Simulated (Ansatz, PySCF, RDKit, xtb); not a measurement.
# Which structure has the formula SiSF2?

Only the formula SiSF2 is given. Aim: find the structure of lowest free energy at 298.15 K, then its properties.

The funnel: GFN2-xTB relaxations, single points with a density functional, relaxations at B3LYP-D3(BJ)/def2-SVP, harmonic vibrations, and a last energy at a higher level. All values are calculated.

6 further runs of the same task are left out: 6 set aside as unsound or not needed.

**1. Drawing up candidates**

All bonding patterns within simple valence rules are listed by program: one Lewis structure each, at most two rings and one unusual centre or charged pair. O–O, O–halogen and N–halogen bonds and N–N–N chains are not drawn. That gives 4 candidates.

```tsv
label	SMILES	spin
c252	F[Si]#SF	singlet
c710	FS(F)=[Si]	singlet
c889	FS(F)=[Si]	triplet
c968	F[Si](F)=S	singlet
```

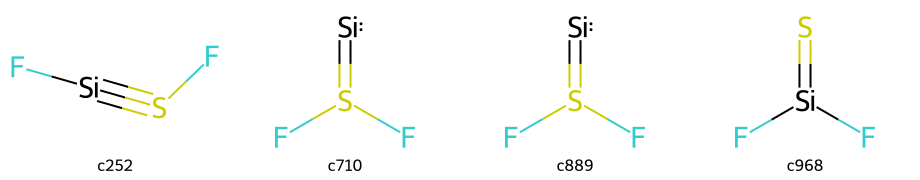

Structural formulas of the candidates.

Candidates are built by distance geometry, with a force field where one applies, in up to four conformers (letters a to d). 10 starts with atoms placed at random are added, to find patterns that the rules miss.

**2. Cheap relaxation of all starts**

All 15 starts are relaxed the same way. One of them, c889b (enumerated, embedded by distance geometry and MMFF94), in full:

File start.xyz:

```xyz
4
c889b
F     -2.788918    -1.434528    -1.273412
F     -1.068067     0.418526    -1.347009
S     -2.505503    -0.115448    -0.974661
Si    -2.823688    -0.071452     1.419794
```

Run with:

```console
$ xtb start.xyz --gfn 2 --opt --uhf 2
```

Log, shortened:

```text
* xtb version 6.7.1
[...]
          :  # basis functions                  28          :
[...]
          :  # electrons                        24          :
[...]
          :  Hamiltonian                  GFN2-xTB          :
[...]
          :  net charge                          0          :
          :  unpaired electrons                  2          :
[...]
   *** convergence criteria satisfied after 17 iterations ***
[...]
   *** GEOMETRY OPTIMIZATION CONVERGED AFTER 32 ITERATIONS ***
[...]
   *** convergence criteria satisfied after 3 iterations ***
[...]
         ::                     SUMMARY                     ::
         :::::::::::::::::::::::::::::::::::::::::::::::::::::
         :: total energy             -14.471507241604 Eh    ::
         :: gradient norm              0.000258468591 Eh/a0 ::
         :: HOMO-LUMO gap              4.192797745018 eV    ::
         ::.................................................::
         :: SCC energy               -14.503528904142 Eh    ::
         :: -> isotropic ES            0.031425496051 Eh    ::
         :: -> anisotropic ES          0.000203237571 Eh    ::
         :: -> anisotropic XC         -0.003538442847 Eh    ::
         :: -> dispersion             -0.002387587247 Eh    ::
         :: repulsion energy           0.032021662538 Eh    ::
         :: add. restraining           0.000000000000 Eh    ::
         :: total charge              -0.000000000000 e     ::
         :::::::::::::::::::::::::::::::::::::::::::::::::::::
[...]
        13        1.0000           -0.3585188              -9.7558 (HOMO)
        14                         -0.2044364              -5.5630 (LUMO)
[...]
     #   Z          covCN         q      C6AA      α(0)
     1   9 F        0.705    -0.229    11.546     4.012
     2   9 F        0.705    -0.228    11.545     4.012
     3  16 S        0.875    -0.114   143.842    20.286
     4  14 Si       2.285     0.571   174.492    28.471
[...]
     #   Z sym  total        # sym  WBO       # sym  WBO       # sym  WBO
 ---------------------------------------------------------------------------
     1   9 F    1.245 --     4 Si   1.142
     2   9 F    1.245 --     4 Si   1.142
     3  16 S    1.131 --     4 Si   1.013
     4  14 Si   3.297 --     2 F    1.142     1 F    1.142     3 S    1.013
 ---------------------------------------------------------------------------
[...]
molecular dipole:
                 x           y           z       tot (Debye)
 q only:       -0.332       0.325       0.649
   full:       -0.218       0.216       0.481       1.450
molecular quadrupole (traceless):
[...]
          | TOTAL ENERGY              -14.471507241604 Eh   |
          | GRADIENT NORM               0.000258468591 Eh/α |
          | HOMO-LUMO GAP               4.192797745018 eV   |
           -------------------------------------------------
[...]
```

Wall time 0.39 s (1 thread of AMD EPYC (Zen 3), shared host).

**3. The minima found**

13 of the 15 relaxations converged; 6 ended on a minimum already found. 7 distinct structures remain:

```tsv
label	start	SMILES after	spin	energy (kcal/mol)	note
c968a	drawn	F[Si](F)=S	singlet	0.0	
c889b	drawn	[F][Si]([F])[S] ‡	triplet	61.4	bonds changed
c393	random and drawn	[F][Si][S][F] ‡	singlet	65.9	
c715	random	[F][Si][S][F] ‡	singlet	70.0	
c812	random	[F][Si][F][S] ‡	singlet	104.6	
c710a	drawn	[F][S]([F])[Si] ‡	singlet	141.5	
c889a	drawn	[F][S]([F])[Si] ‡	triplet	157.3
```

‡ marks the bonded skeleton alone, with all bonds drawn single: no Lewis structure was assigned that passes a check against the bond lengths.

GFN2-xTB has no spin polarisation, so it can't rank spin states and is rough for open shells.

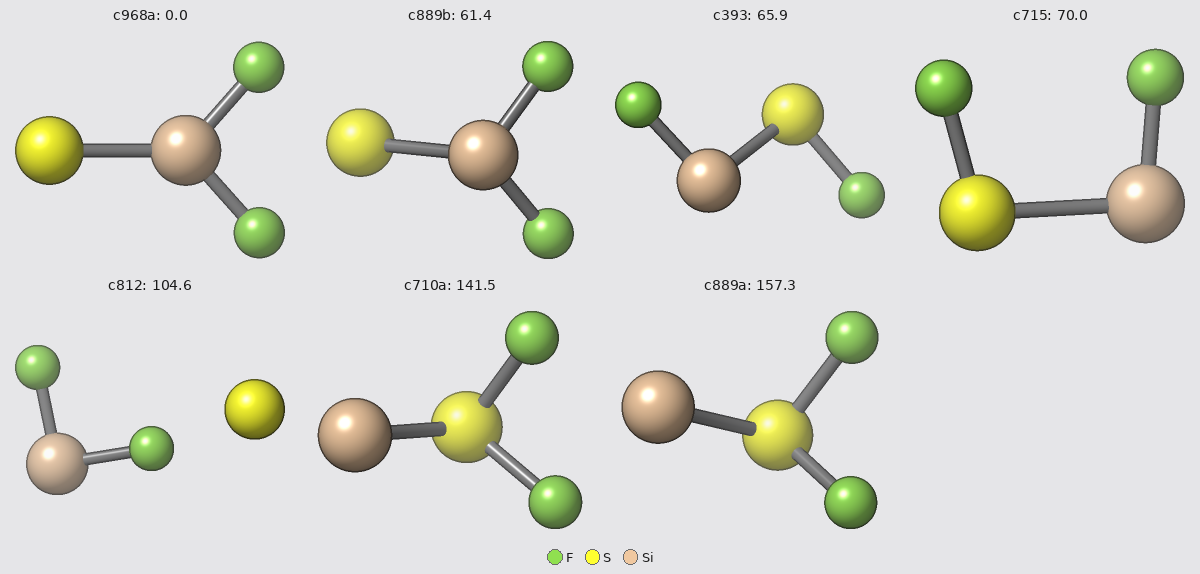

The 7 lowest minima that did not fall apart, with their GFN2-xTB energies in kcal/mol.

**4. Screening with a density functional**

A choice of the minima (the low ones first, few conformers of a pattern, up to a cap) and the lowest that fell apart get a single point at r2SCAN-D4/def2-SVP on the tight-binding geometry, and one at HF/STO-3G for comparison. The lowest singlets are also tried as triplets at the same geometry (label ending in t). The first, c968a:

File input.yaml:

```yaml
crystal:
  periodic: [false, false, false]
  atoms:
    - {symbol: F, position_ang: [-2.717478, -1.648643, -1.231016]}
    - {symbol: F, position_ang: [-1.216440, 0.155163, -1.559710]}
    - {symbol: S, position_ang: [-3.140230, 0.672083, 0.995551]}
    - {symbol: Si, position_ang: [-2.378248, -0.252345, -0.559759]}
basis:
  gaussian:
    orbitals: def2-SVP
magnetization:
  spin_polarized: false
  initial_magnetization: 0
hamiltonian:
  xc: r2scan
  dispersion: d4
scf:
  lower_state_search: off
output:
  orbitals: {seedname: orbitals}
```

Run with:

```console
$ ansatz run input.yaml --threads 1 --pin off --max-ram 2610MiB --events-out events.jsonl --progress --plain --runs-dir runs
```

Log, shortened:

```text
Warning: RAYON_NUM_THREADS=1 ignored (pool sized by the plan → 1); use --threads N
Functional definition: r2SCAN
  name "r2SCAN"
[...]
697 factors; their error is unknown
[...]
mean field -24136.05759469 eV, -886.9837565973 hartree, gradient 1.8e-6 eV, S^2 0.000000; 0 other end points of the search recorded, 0 dependent functions left out
reference -24136.05760094 eV, -886.9837568271 hartree; 24, 24 occupied and 40, 40 virtual orbitals, 697 factors
Total energy: -24136.07810438 eV, -886.9845103146 hartree
Checks for a lower state left out: stability, starts, cluster_reference, orbital_swaps, neighbouring_geometries, increment
```

Wall time 2.4 s (1 thread of AMD EPYC (Zen 3), shared host).

Relative energies in kcal/mol, each column from its lowest structure that stays in one piece:

```tsv
label	SMILES	spin	GFN2-xTB	HF/STO-3G	r2SCAN-D4/def2-SVP
c968a	F[Si](F)=S	singlet	0.0	2.1	0.0
c889b	[F][Si]([F])[S] ‡	triplet	61.4	0.0	45.0
c393	[F][Si][S][F] ‡	singlet	65.9	19.0	75.4
c715	[F][Si][S][F] ‡	singlet	70.0	19.6	77.2
c393t	[F][Si][S][F] ‡	triplet	–	–	134.4
```

‡ marks the bonded skeleton alone, with all bonds drawn single: no Lewis structure was assigned that passes a check against the bond lengths.

**5. Refinement at B3LYP-D3(BJ)/def2-SVP**

3 candidates are relaxed at B3LYP-D3(BJ)/def2-SVP (chosen among the lowest in one piece, with other spins of them). The first, c968a:

File input.yaml:

```yaml
basis:
  gaussian:
    orbitals: def2-SVP
crystal:
  periodic: [false, false, false]
  atoms:
    - {symbol: F, position_ang: [-2.717478, -1.648643, -1.231016]}
    - {symbol: F, position_ang: [-1.216440, 0.155163, -1.559710]}
    - {symbol: S, position_ang: [-3.140230, 0.672083, 0.995551]}
    - {symbol: Si, position_ang: [-2.378248, -0.252345, -0.559759]}
hamiltonian:
  xc: {name: B3LYP}
  dispersion: d3bj
relax:
  f_tol: 0.003
scf:
  lower_state_search: off
```

Run with:

```console
$ ansatz run input.yaml --threads 1 --pin off --max-ram 2610MiB --events-out events.jsonl --progress --plain --runs-dir runs
```

Log, shortened:

```text
Warning: RAYON_NUM_THREADS=1 ignored (pool sized by the plan → 1); use --threads N
[...]
Functional definition: B3LYP
  name "B3LYP"
[...]
614 factors; integrals over basis functions are off by at most 2.8e-4 eV
[...]
mean field -24140.44856862 eV, -887.1451219131 hartree, gradient 8.5e-7 eV, S^2 0.000000; 0 other end points of the search recorded, 0 dependent functions left out
[...]
reference -24140.44873839 eV, -887.1451281519 hartree; 24, 24 occupied and 40, 40 virtual orbitals, 614 factors
relax step   1: F+E_penalty+E_count = -24140.60669422 eV  Δ(F+E_penalty+E_count) = +0.000e0 eV  max|allowed force component| = 1.100e0 eV/Å  Δτ_max = 0.0000 Å  (13 SCF iters, accepted)
[...]
relax step   4: F+E_penalty+E_count = -24140.68910167 eV  Δ(F+E_penalty+E_count) = -7.123e-4 eV  max|allowed force component| = 2.183e-1 eV/Å  Δτ_max = 0.0141 Å  (17 SCF iters, accepted)
[...]
relax step   5: F+E_penalty+E_count = -24140.69096493 eV  Δ(F+E_penalty+E_count) = -1.863e-3 eV  max|allowed force component| = 2.923e-3 eV/Å  Δτ_max = 0.0058 Å  (18 SCF iters, accepted)
Total energy: -24140.69113304 eV, -887.1540359910 hartree
Atom 0 at    -2.774144    -1.682221    -1.192995 Å, force    -0.001465    -0.002923    -0.000397 eV/Å
Atom 1 at    -1.187262     0.222065    -1.542512 Å, force     0.002482     0.001795    -0.001281 eV/Å
Atom 2 at    -3.120408     0.645802     0.953994 Å, force     0.000699    -0.000813    -0.001235 eV/Å
Atom 3 at    -2.370583    -0.259388    -0.573421 Å, force    -0.001717     0.001941     0.002914 eV/Å
Dipole moment:     0.070819    -0.085480    -0.144195 e Å
Checks for a lower state left out: stability, starts, cluster_reference, orbital_swaps, neighbouring_geometries, increment
```

Wall time 14 s (1 thread of AMD EPYC (Zen 3), shared host).

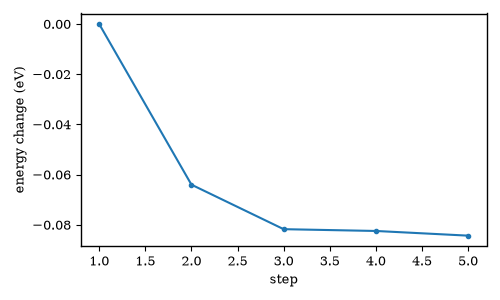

Energy along the run, all evaluated steps.

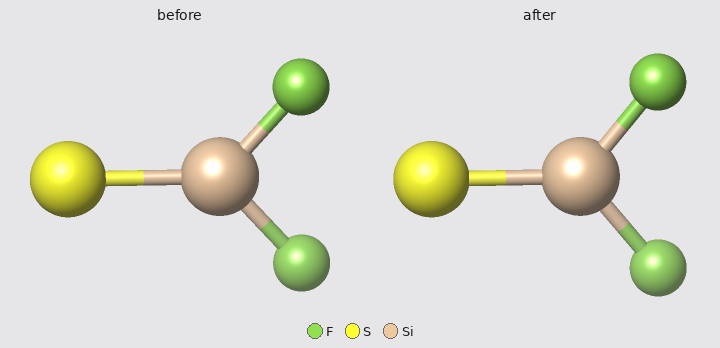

Before and after, at one scale.

After the run. Bond lengths: F1–Si4 1.603 Å, F2–Si4 1.603 Å, S3–Si4 1.927 Å. Angles: F1–Si4–F2 102.6°, F1–Si4–S3 128.7°, F2–Si4–S3 128.7°.

**6. The relaxed candidates**

```tsv
label	spin	r2SCAN-D4/def2-SVP (kcal/mol)	B3LYP-D3(BJ)/def2-SVP, relaxed (kcal/mol)	time
c968a	singlet	0.0	0.0	14 s
c889b	triplet	45.0	44.6	80 s
c393	singlet	75.4	70.1	20 s
```

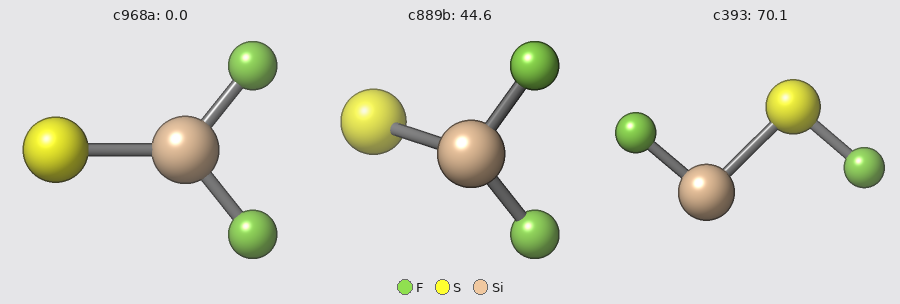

The relaxed structures, with energies at B3LYP-D3(BJ)/def2-SVP in kcal/mol.

**7. Harmonic analysis of the finalists**

The lowest few in one piece go on as finalists. Harmonic vibrations at B3LYP-D3(BJ)/def2-SVP test each finalist and give the zero-point energy and the thermal terms. The first, c968a:

File input.yaml:

```yaml
basis:
  gaussian: {orbitals: def2-SVP}
crystal:
  periodic: [false, false, false]
  atoms:
    - {symbol: F, position_ang: [-2.774144, -1.682221, -1.192995]}
    - {symbol: F, position_ang: [-1.187262, 0.222065, -1.542512]}
    - {symbol: S, position_ang: [-3.120408, 0.645802, 0.953994]}
    - {symbol: Si, position_ang: [-2.370583, -0.259388, -0.573421]}
hamiltonian: {xc: {name: B3LYP}, dispersion: d3bj}
scf: {lower_state_search: "off"}
phonons: {}
```

Run with:

```console
$ ansatz run input.yaml --threads 1 --pin off --max-ram 2610MiB --events-out events.jsonl --progress --plain --runs-dir runs
```

Log, shortened:

```text
Warning: RAYON_NUM_THREADS=1 ignored (pool sized by the plan → 1); use --threads N
[... 2 set-up lines as earlier in the session ...]
[...]
612 factors; integrals over basis functions are off by at most 3.2e-4 eV
[...]
mean field -24140.53182962 eV, -887.1481816984 hartree, gradient 8.5e-7 eV, S^2 0.000000; 0 other end points of the search recorded, 0 dependent functions left out
[...]
reference -24140.53199772 eV, -887.1481878760 hartree; 24, 24 occupied and 40, 40 virtual orbitals, 612 factors
[...]
612 factors; integrals over basis functions are off by at most 3.2e-4 eV
mean field -24140.53181074 eV, -887.1481810046 hartree, gradient 1.2e-6 eV, S^2 0.000000; 0 other end points of the search recorded, 0 dependent functions left out
[...]
reference -24140.53197885 eV, -887.1481871824 hartree; 24, 24 occupied and 40, 40 virtual orbitals, 612 factors
[...]
612 factors; integrals over basis functions are off by at most 3.2e-4 eV
[...]
612 factors; integrals over basis functions are off by at most 3.2e-4 eV
mean field -24140.53168834 eV, -887.1481765065 hartree, gradient 1.9e-6 eV, S^2 0.000000; 0 other end points of the search recorded, 0 dependent functions left out
[...]
reference -24140.53185651 eV, -887.1481826865 hartree; 24, 24 occupied and 40, 40 virtual orbitals, 612 factors
Total energy: -24140.69113033 eV, -887.1540358915 hartree
Atom 0 at    -2.774144    -1.682221    -1.192995 Å, force    -0.001468    -0.002927    -0.000397 eV/Å
Atom 1 at    -1.187262     0.222065    -1.542512 Å, force     0.002464     0.001792    -0.001263 eV/Å
Atom 2 at    -3.120408     0.645802     0.953994 Å, force     0.000692    -0.000800    -0.001218 eV/Å
Atom 3 at    -2.370583    -0.259388    -0.573421 Å, force    -0.001688     0.001935     0.002879 eV/Å
Dipole moment:     0.070818    -0.085480    -0.144194 e Å
Vibrations: 237.98 294.84 326.09 628.80 963.38 1000.17 cm⁻¹, zero-point energy 0.213951 eV
Checks for a lower state left out: stability, starts, cluster_reference, orbital_swaps, neighbouring_geometries, increment
```

It took 37 s on 1 thread of AMD EPYC (Zen 3), shared host.

**8. Thermal terms of the finalists**

At 298.15 K and 1 atm, ideal gas, rigid rotor and harmonic oscillator:

```tsv
label	SMILES	spin	point group	lowest mode (cm⁻¹)	zero-point (kcal/mol)	G − E (kcal/mol)
c968a	F[Si](F)=S	singlet	C2v	238	4.9	-12.4
c889b	[F][Si]([F])[S] ‡	triplet	Cs	113	4.2	-14.7
c393	[F][Si][S][F] ‡	singlet	Cs	132	3.8	-14.5
```

‡ marks the bonded skeleton alone, with all bonds drawn single: no Lewis structure was assigned that passes a check against the bond lengths.

**9. Last filter: a higher level**

Single points at CCSD(T)/def2-TZVPP on the refined geometries decide the order.

c968a, CCSD(T)/def2-TZVPP:

File input.yaml:

```yaml
crystal:
  periodic: [false, false, false]
  atoms:
    - symbol: F
      position_ang: [-2.774144, -1.682221, -1.192995]
    - symbol: F
      position_ang: [-1.187262, 0.222065, -1.542512]
    - symbol: S
      position_ang: [-3.120408, 0.645802, 0.953994]
    - symbol: Si
      position_ang: [-2.370583, -0.259388, -0.573421]
basis:
  gaussian:
    orbitals: def2-TZVPP
correlation:
  method: ccsd_t
  frozen_orbitals: {Si: 5, S: 5, F: 1}
```

Run with:

```console
$ ansatz run input.yaml --threads 1 --pin off --max-ram 2610MiB --events-out events.jsonl --progress --plain --runs-dir runs
```

Log, shortened:

```text
Warning: RAYON_NUM_THREADS=1 ignored (pool sized by the plan → 1); use --threads N
Functional definition: HF
  name "HF"
[...]
906 factors; integrals over basis functions are off by at most 8.8e-4 eV
[...]
mean field -24098.32304685 eV, -885.5970375418 hartree, gradient 1.7e-6 eV, S^2 0.000000; 0 other end points of the search recorded, 0 dependent functions left out
12 core orbitals not correlated: weight in the atoms' cores, before any rotation towards them, 1.000 or more for the frozen orbitals, at most 0.000 for the correlated occupied ones
reference -24098.32304685 eV, -885.5970375418 hartree; 12, 12 occupied and 122, 122 virtual orbitals, 906 factors
second order -21.00442837 eV of doubles, -0.00000000 eV of singles
cycle   1  -20.82218153 eV  change    1.8e-1 eV  update   1.0e-1
[...]
cycle  10  -21.36640372 eV  change   -2.5e-6 eV  update   8.2e-6
perturbative correction -0.80985269 eV, -0.0297615374 hartree
Total energy: -24120.49930327 eV, -886.4119999333 hartree
```

It took 35 s on 1 thread of AMD EPYC (Zen 3), shared host; peak memory 0.66 GiB.

**10. c889b at CCSD(T)/def2-TZVPP**

File input.yaml:

```yaml
basis:
  gaussian: {orbitals: def2-TZVPP}
crystal:
  periodic: [false, false, false]
  atoms:
    - {symbol: F, position_ang: [-2.493119, -1.859652, -0.359916]}
    - {symbol: F, position_ang: [-0.770830, 0.107435, -0.465142]}
    - {symbol: S, position_ang: [-3.635509, 0.831864, -1.317491]}
    - {symbol: Si, position_ang: [-2.286718, -0.282548, -0.032739]}
magnetization: {spin_polarized: true, initial_magnetization: 2}
correlation: {method: ccsd_t, frozen_orbitals: {Si: 5, S: 5, F: 1}}
scf: {omitted_lower_state_checks: [cluster_reference]}
```

Run with:

```console
$ ansatz run input.yaml --threads 1 --pin off --max-ram 2610MiB --events-out events.jsonl --progress --plain --runs-dir runs
```

Log, shortened:

```text
Warning: RAYON_NUM_THREADS=1 ignored (pool sized by the plan → 1); use --threads N
[... 2 set-up lines as earlier in the session ...]
[...]
907 factors; integrals over basis functions are off by at most 9.8e-4 eV
[...]
mean field -24097.19529272 eV, -885.5555933419 hartree, gradient 5.1e-6 eV, S^2 2.019410; 4 other end points of the search recorded, 0 dependent functions left out
12 core orbitals not correlated: weight in the atoms' cores, before any rotation towards them, 1.000 or more for the frozen orbitals, at most 0.000 for the correlated occupied ones
reference -24097.19529272 eV, -885.5555933419 hartree; 13, 11 occupied and 121, 123 virtual orbitals, 907 factors
second order -19.83216398 eV of doubles, -0.00000000 eV of singles
cycle   1  -19.90063006 eV  change   -6.8e-2 eV  update   1.0e-1
[...]
cycle  13  -20.46471136 eV  change   -1.6e-6 eV  update   8.1e-6
perturbative correction -0.70521479 eV, -0.0259161655 hartree
Total energy: -24118.36521887 eV, -886.3335737784 hartree
Checks for a lower state left out: cluster_reference
```

Run time: 5.8 min. Hardware: 1 thread of AMD EPYC (Zen 3), shared host; peak memory 2.1 GiB.

**11. Putting it together**

Energies in kcal/mol from c968a; G adds the thermal terms to the CCSD(T)/def2-TZVPP energy. The columns left of the relaxed level are at the tight-binding geometries.

```tsv
label	SMILES	spin	HF/STO-3G	r2SCAN-D4/def2-SVP	B3LYP-D3(BJ)/def2-SVP	HF/def2-TZVPP	MP2/def2-TZVPP	CCSD(T)/def2-TZVPP	G	share at equilibrium	T1
c968a	F[Si](F)=S	singlet	0.0	0.0	0.0	0.0	0.0	0.0	0.0	100.0 %	0.014
c889b	[F][Si]([F])[S] ‡	triplet	-2.1	45.0	44.6	26.0	53.0	49.2	46.9	< 0.1 %	0.016
c393	[F][Si][S][F] ‡	singlet	16.9	75.4	70.1	79.7	84.9	77.7	75.6	< 0.1 %	0.017
```

‡ marks the bonded skeleton alone, with all bonds drawn single: no Lewis structure was assigned that passes a check against the bond lengths.

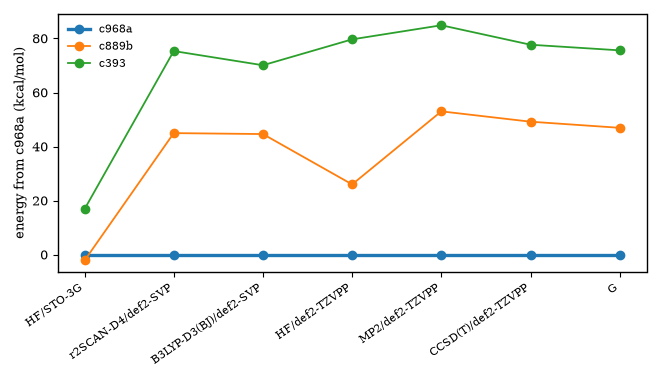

The finalists at each level, measured from c968a.

Lowest found: c968a, `F[Si](F)=S`, a singlet of point group C2v. Bond lengths: F1–Si4 1.603 Å, F2–Si4 1.603 Å, S3–Si4 1.927 Å. Angles: F1–Si4–F2 102.6°, F1–Si4–S3 128.7°, F2–Si4–S3 128.7°.

```xyz
4

F    -2.7741   -1.6822   -1.1930
F    -1.1873    0.2221   -1.5425
S    -3.1204    0.6458    0.9540
Si   -2.3706   -0.2594   -0.5734
```

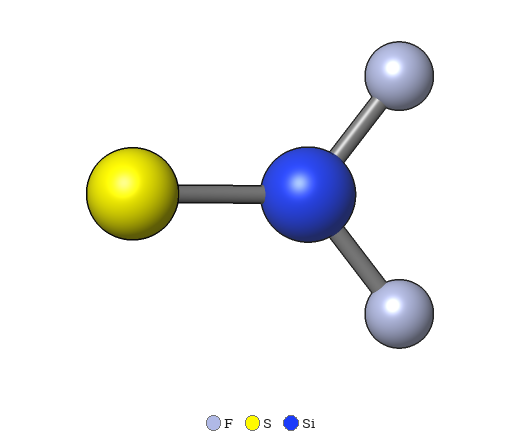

The lowest structure found, seen from a chosen angle (fluorine light blue, sulfur yellow, silicon blue).

**12. Density, orbitals and dipole (PBE0/def2-TZVPD)**

File input.yaml:

```yaml
crystal:
  periodic: [false, false, false]
  atoms:
    - {symbol: F, position_ang: [-2.774144, -1.682221, -1.192995]}
    - {symbol: F, position_ang: [-1.187262, 0.222065, -1.542512]}
    - {symbol: S, position_ang: [-3.120408, 0.645802, 0.953994]}
    - {symbol: Si, position_ang: [-2.370583, -0.259388, -0.573421]}
basis:
  gaussian:
    orbitals: def2-TZVPD
hamiltonian:
  xc: {name: PBE0}
output:
  forces: true
  orbitals: {seedname: orbitals}
```

Run with:

```console
$ ansatz run input.yaml --threads 1 --pin off --max-ram 2610MiB --events-out events.jsonl --progress --plain --runs-dir runs
```

Log, shortened:

```text
Warning: RAYON_NUM_THREADS=1 ignored (pool sized by the plan → 1); use --threads N
Functional definition: PBE0
  name "PBE0"
[...]
1005 factors; their error is unknown
[...]
mean field -24141.24269240 eV, -887.1743054237 hartree, gradient 1.8e-5 eV, S^2 0.000000; 0 other end points of the search recorded, 0 dependent functions left out
[...]
reference -24141.24273881 eV, -887.1743071290 hartree; 24, 24 occupied and 145, 145 virtual orbitals, 1005 factors
Total energy: -24141.24273881 eV, -887.1743071290 hartree
Atom 0 at    -2.774144    -1.682221    -1.192995 Å, force     0.290110     1.030365     0.451237 eV/Å
Atom 1 at    -1.187262     0.222065    -1.542512 Å, force    -0.856885    -0.346049     0.703867 eV/Å
Atom 2 at    -3.120408     0.645802     0.953994 Å, force     0.166614    -0.201101    -0.339204 eV/Å
Atom 3 at    -2.370583    -0.259388    -0.573421 Å, force     0.400160    -0.483214    -0.815899 eV/Å
Dipole moment:     0.069481    -0.083866    -0.141473 e Å
```

Run time: 12 s. Hardware: 1 thread of AMD EPYC (Zen 3), shared host.

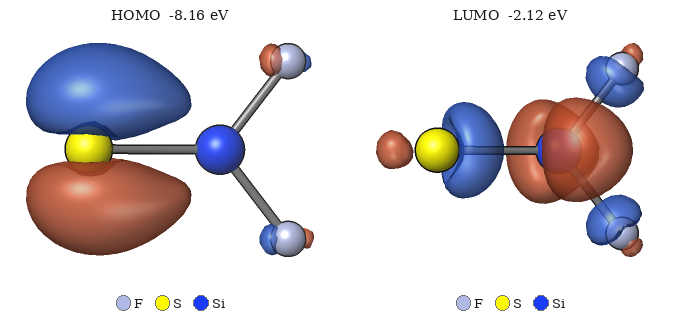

Frontier orbitals of this run, surfaces at ±0.2 Å^-3/2.

[end of part 1 of 2]
